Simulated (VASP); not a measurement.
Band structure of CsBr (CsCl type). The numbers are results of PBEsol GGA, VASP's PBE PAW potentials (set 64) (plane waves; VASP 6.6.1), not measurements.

Unless said otherwise, spin-orbit coupling is left out, though it shifts the bands of the heavy elements here.

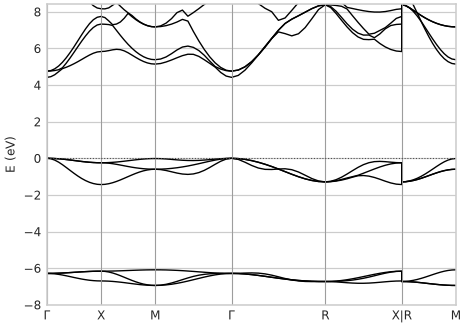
Bands along high-symmetry lines, zero at the valence-band maximum or, without a gap, the Fermi level

Problem. Read the plot: is there a gap, and where are the band edges?

Solution. The gap is direct, 4.42 eV, from the valence maximum at Γ to the conduction minimum at Γ. (Edges off the drawn lines would not show.)

Measured: gap 7.30 eV (computed value off by -2.88 eV), as given by Aguado et al., (1998), arXiv:cond-mat/9809176.

The compound is CsBr in the CsCl type structure. It was relaxed first.
